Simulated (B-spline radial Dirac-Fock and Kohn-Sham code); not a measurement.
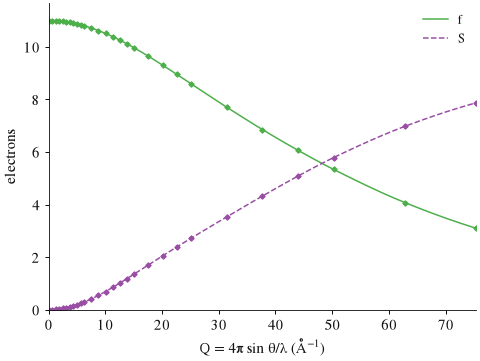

The X-ray form factor f and the incoherent scattering function S against Q. Method: the spherical Dirac–Fock density (average of configuration), S by Waller and Hartree (computed with a radial B-spline solver).

Q: The nuclear charge is 67. What is the species?

A: Ho⁵⁶⁺: f(0) = 11 electrons, so the charge is 67 − 11 = +56.
